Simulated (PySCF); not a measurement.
Vertical excitations of a molecule C2H5FO2Si from TDA-PBE/def2-SVPD in PySCF 2.14.0, as energy in eV (oscillator strength): 5.55 (0.001), 6.41 (0.005), 6.48 (0.023), 6.92 (0.078), 7.18 (0.000), 7.39 (0.005), 7.44 (0.000), 7.58 (0.005), 7.63 (0.001), 8.15 (0.070). Lowest triplet (TDA): 5.02 eV. Geometry optimised at B3LYP-D3(BJ)/def2-SVP. Other conformers were not sampled.

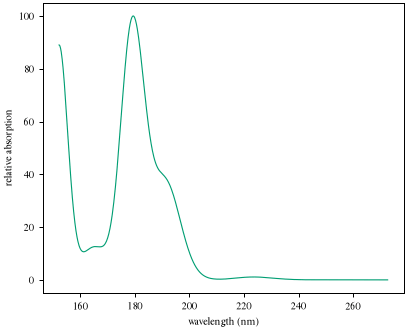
Fig. 1. The lines broadened by 0.4 eV.

**Question.** Pick the molecule that these values belong to.
(A) CO[Si@@H](F)C=O
(B) C[Si@H](F)C(=O)O
(C) F[Si@H]1COCO1
(D) CC(=O)O[SiH2]F

**Answer.** D, CC(=O)O[SiH2]F
